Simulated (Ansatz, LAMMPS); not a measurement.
# Amorphous 86SiO2-14P2O5 (mol %) (100 atoms): relaxation and levels of theory

Which bonds does the relaxation leave, and how do the Kohn-Sham gap, forces and pressure change with functional?

Calculated with Ansatz 0.2.0: Kohn-Sham DFT, PBE, PAW (set soft_2), plane waves; cutoff 420 eV, Γ point, fermi-dirac smearing of 0.025 eV.

**The cell**

Density at the start: 2.25 g/cm³. The cell holds 100 atoms: 24 Si, 8 P and 68 O. Its edges and angles: a = 11.399 Å, b = 11.399 Å, c = 11.399 Å, α = 90.0°, β = 90.0°, γ = 90.0°. 100 atoms (24 Si, 8 P, 68 O) placed at random at 2.25 g/cm³, melted at 5000 K for 10 ps at fixed volume with the Morse and Coulomb pair potential with partial charges (Pedone, Malavasi, Menziani, Cormack and Segre, J. Phys. Chem. B 110, 11780 (2006)). Quenched from 5000 K to 300 K at 50 K/ps and fixed volume, held 5 ps, then minimised at fixed cell.

Cell and atoms were relaxed with PBE. The walk converged after 19 steps by the program's count, with a largest force component of 0.0141 eV/Å; it began at an r.m.s. force component of 0.99 eV/Å. The edges went from 11.399, 11.399, 11.399 to 11.203, 11.148, 11.259 Å, and the volume from 14.813 to 14.057 Å³ an atom (-5.1 %).

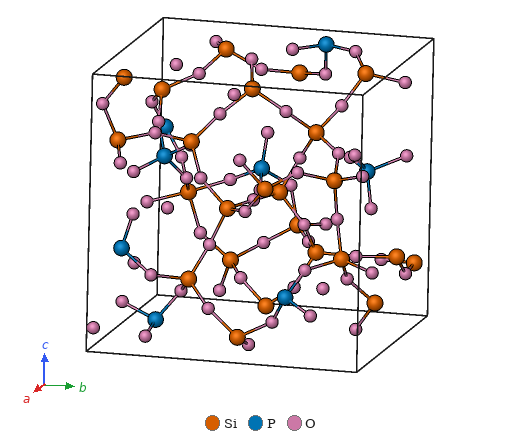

The relaxed cell. Bonds to atoms that aren't drawn are left out. Some periodic images of atoms are drawn too.

The input of the reference single point:

```yaml
crystal:
  lattice:
    - [11.20198, 0.03087, -0.11257]
    - [0.03087, 11.1476, -0.02202]
    - [-0.11257, -0.02202, 11.25805]
  atoms:
    - { symbol: Si, position: [0.74132, 0.44296, 0.49634] }
    - { symbol: Si, position: [0.54407, 0.94494, 0.153] }
    - { symbol: Si, position: [0.47926, 0.56662, 0.5109] }
    - { symbol: Si, position: [0.91517, 0.6244, 0.61498] }
    [... 94 atom lines left out ...]
    - { symbol: O, position: [0.87198, 0.65095, 0.12882] }
    - { symbol: O, position: [0.66891, 0.38886, 0.81881] }
kpoints:
  mp_grid: { grid: [1, 1, 1] }
hamiltonian:
  xc: pbe
scf:
  occupations: { method: fermi_dirac, width: 0.025 }
output:
  forces: true
  stress: true
  populations: true
  dos:
    method: { smearing: { sigma: 0.08 } }
    de: 0.05
    projected: { site_lists: { O: [O], P: [P], Si: [Si] } }
  eigenvalues: true
  write_density: true
  write_potential: true
  volumetric_format: npy
```

**Bonds after relaxation**

Bonds by pair of elements; cutoffs follow the first minimum of g(r), held within bounds set by covalent radii, and pairs that aren't listed don't count as bonded:

```
pair A-B  cutoff (Å)  bonds  mean length (Å)  spread (Å)  shortest (Å)  B about A  A about B
    O-Si        2.12     97             1.64       0.032          1.59       1.43       4.04
     O-P        2.08     32             1.55       0.056          1.46      0.471          4
```

How many atoms have how many bonded neighbours:

```
element  mean  1   2   4  5
      O  1.90  7  61   0  0
      P     4  0   0   8  0
     Si  4.04  0   0  23  1
```

**Levels of theory**

Single points at the relaxed geometry:

```
functional  k-mesh  Kohn-Sham gap (eV)  pressure (GPa)  r.m.s. force component (eV/Å)  SCF cycles     time
       PBE   1×1×1               3.937           -0.01                          0.004           9     26 s
     HSE06   1×1×1               5.709           -5.28                          0.252          16  5.9 min
    r2SCAN   1×1×1               4.597           -5.05                          0.190          10     68 s
    PBEsol   1×1×1               3.904           -2.61                          0.066          10     26 s
```

The gap is that between the highest filled and lowest empty Kohn-Sham level on the run's k-points. Cutoffs: 420 eV for PBE, HSE06 and PBEsol; 500 eV for r2SCAN. Times come from shared hosts and are rough.

**Findings**

By these cutoffs 90 % of O atoms have 2, 100 % of P atoms have 4 and 96 % of Si atoms have 4 neighbours. The Kohn-Sham gap is 3.94 eV with PBE on the 1×1×1 mesh. On the 1×1×1 mesh HSE06 changes the gap by +1.77 eV against PBE. On the reference's mesh the gap changes with r2SCAN by +0.66 eV and PBEsol by -0.03 eV. Against the reference the pressure changes with HSE06 by -5.3 GPa, r2SCAN by -5.0 GPa and PBEsol by -2.6 GPa; a negative change means a smaller volume than PBE would take.

Limits: All single points share the geometry relaxed with PBE. The volume changed by -5.1 % on relaxing; in so small a cell, on this mesh and at this cutoff, the relaxed density is rough. One sample; tail or defect levels can set the gap of a disordered cell. The quench rate of 50 K/ps is many orders above laboratory rates, so the cell is likely richer in defects and strain than a real sample. The network of bonds at the start is that of the classical potential that made the cell, and needn't be the one that DFT or experiment would give. In some runs the program notes that the exchange-correlation potential is rough where the density is thin, the exchange threshold is loose for the stress and the SCF threshold is loose for the stress.

[Logs are printed without paths, hosts, clocks, repeated set-up lines and the standing remarks that a program may print on its own settings, such as how far it seeks lower states.]

[Hosts, paths, dates, database ids (printed as entryN), source tags and the programs' standing remarks are cut or masked in the printed files.]
